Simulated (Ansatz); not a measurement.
## Electronic structure of CH$_{6}$BSi (SMILES C[B+][SiH3]) (charge +1) in real space

Input

```
crystal:
  periodic: [false, false, false]
  atoms:
    - {symbol: C, position_ang: [0.517056, 0.307183, -2.341565]}
    - {symbol: B, position_ang: [-0.467025, -0.700571, -1.913641]}
    - {symbol: Si, position_ang: [-1.817939, -2.083395, -1.326314]}
    - {symbol: H, position_ang: [1.042255, -0.033921, -3.257369]}
    - {symbol: H, position_ang: [0.011318, 1.270069, -2.560199]}
    - {symbol: H, position_ang: [1.268634, 0.474241, -1.542803]}
    - {symbol: H, position_ang: [-2.580903, -2.386854, -2.567431]}
    - {symbol: H, position_ang: [-0.982644, -3.208926, -0.826276]}
    - {symbol: H, position_ang: [-2.606675, -1.387481, -0.273572]}
basis:
  gaussian:
    orbitals: def2-TZVPD
total_charge: 1
hamiltonian:
  xc: {name: PBE0}
output: {forces: true, orbitals: {seedname: orbitals}}
```

Launched as:

```sh
ansatz run input.yaml --threads 1 --pin off --max-ram 2610MiB --events-out events.jsonl --progress --plain --runs-dir runs
```

Geometry: PBE0-D3(BJ)/def2-SVP.

Level of theory: Ansatz, isolated molecule in a Gaussian basis; Kohn-Sham density functional theory, functional PBE0.

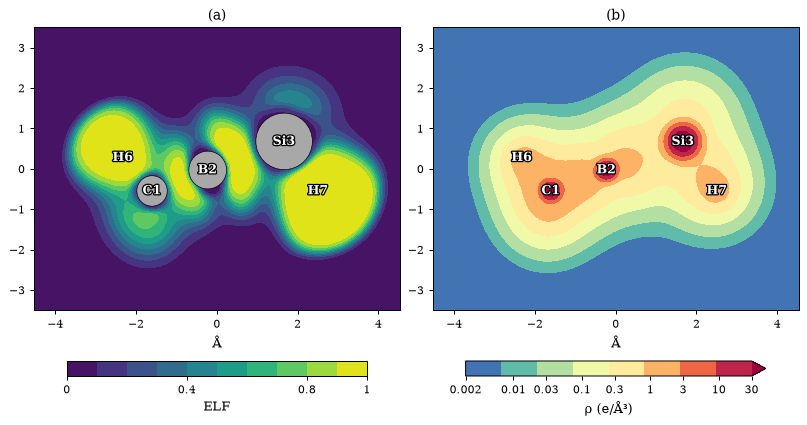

Figure 1. (a) electron localisation function; (b) total electron density on the plane of atoms B2, Si3 and H7. Grey discs cover the atomic cores in the ELF map.

Question: Describe what can be read from this map.

Answer: Atoms in the plane: C, B, Si and H.
C–B (1.47 Å): the density is about 1.7 e/Å³ at the midpoint; the ELF peaks at about 0.95 between the atoms; localised, covalent bonding.
Si–B (2.02 Å): the density is about 0.76 e/Å³ at the midpoint; the ELF peaks at about 1 between the atoms, as expected for a shared electron pair.
C–H (1.11 Å): ρ is about 1.9 e/Å³ halfway; the ELF climbs to about 1 towards the hydrogen, as it does in any bond to H: an ordinary covalent bond to hydrogen.
Si–H (1.49 Å): ρ is about 0.81 e/Å³ halfway; the ELF climbs to about 1 towards the hydrogen.

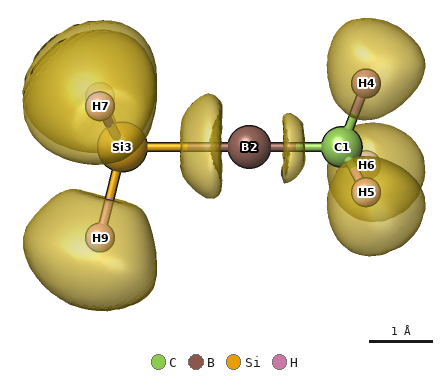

Figure 2. Isosurface of the ELF at 0.9 (yellow), seen from one side. Core shells and regions of very low density are left out.

Question: Describe the localisation domains.

Answer: At this value the surface marks out one region between bonded B–C atoms (shared pairs), one region between bonded B–Si atoms (shared pairs) and six regions around hydrogen nuclei.

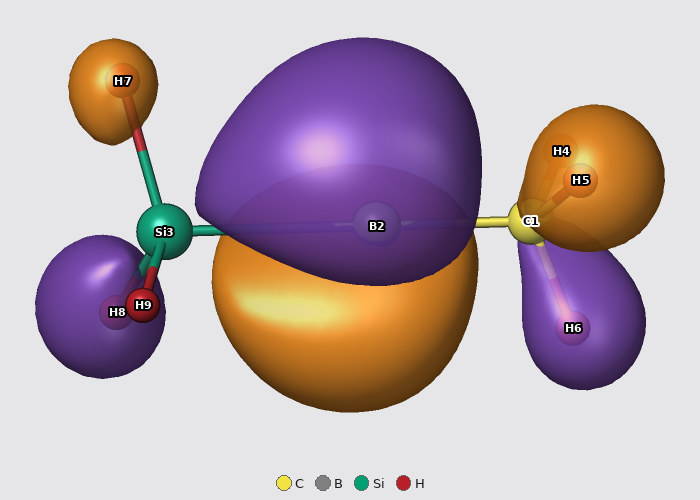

Figure 3. The LUMO at ±0.1 Å⁻³ᐟ² (orange and purple are the two phases), seen at a tilt.

Question: What is the character of this orbital?

Answer: By Hirshfeld shares it lies mainly on B2 (about 60 %) and C1 (about 10 %). It is one of a degenerate set, so its orientation is arbitrary. Its energy is −8.19 eV.
